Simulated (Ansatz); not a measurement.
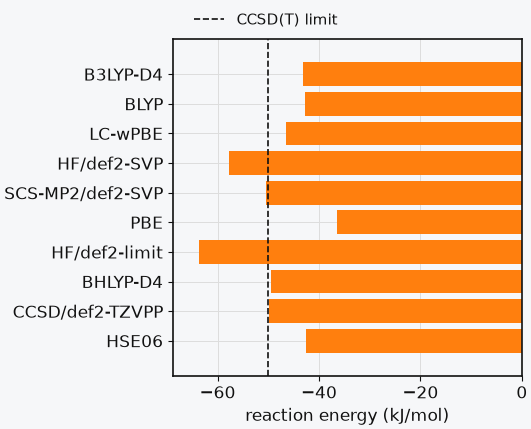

Electronic reaction energy of Si₃H₇OCl (O[Si]([SiH3])([SiH3])Cl) + BH₃S (BS) → BSiH₅S (BS[SiH3]) + Si₂H₅OCl (O[SiH]([SiH3])Cl) (SMILES in brackets) at several levels (functionals in def2-TZVPP unless a basis is named), isolated molecules at PBE0-D4 triple-zeta geometries, minima by their frequencies, no zero-point or thermal terms, the Ansatz code 0.2.0. The line is frozen-core CCSD(T) at the basis limit (MP2 extrapolated from triple and quadruple zeta, plus CCSD(T) less MP2 in a smaller set). No dispersion term is added to BLYP, LC-wPBE, PBE and HSE06. The distance of HF/def2-SVP, SCS-MP2/def2-SVP and CCSD/def2-TZVPP to the limit includes basis error.

**Which level comes closest to the line (CCSD(T) limit), and which misses most?**

Closest CCSD/def2-TZVPP (−49.9 kJ/mol), against −50.0 kJ/mol; farthest HF/def2-limit (−63.7 kJ/mol).

**What range do the values span, the line included?**

From −63.7 kJ/mol (HF/def2-limit) to −36.5 kJ/mol (PBE).
